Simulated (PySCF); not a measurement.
# CH2S: the cost of one run

Programs: PySCF 2.14.0, with density-fitted response routines of our own. Each step states its level of theory. These are calculated values for one molecule in the gas phase, unless marked as measured. Atoms count from 0, in the outputs and in this text.

### Step 1. The molecule as given

4 atoms, charge 0, multiplicity 1; geometry from: GFN2-xTB.

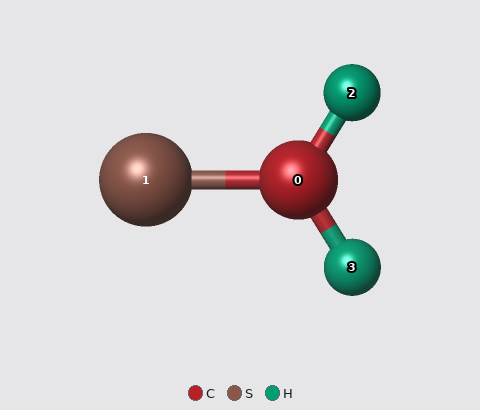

As it starts; carbon red, sulfur brown, hydrogen teal, atoms numbered.

### Step 2. Relaxing the molecule at PBE0-D3(BJ)/def2-SVP

Job settings and geometry (Å):

```
{"job": {"xc": "PBE0", "basis": "def2-SVP", "d3": "d3bj", "grid": 1, "kind": "geom"}, "charge": 0, "multiplicity": 1}
C     -0.114941     0.005328     0.002935
S      1.483938    -0.052156     0.134838
H     -0.612125     0.819079    -0.508706
H     -0.746638    -0.767478     0.421236
```

On the command line:

```sh
> OMP_NUM_THREADS=1 python probes_run.py task.json out
```

This one command runs all jobs of the session in turn.

Q: Estimate the wall time and peak memory of this first job on 1 thread of Arm Neoverse V1, shared host.

About 1.6 s, with a peak of 0.25 GiB.
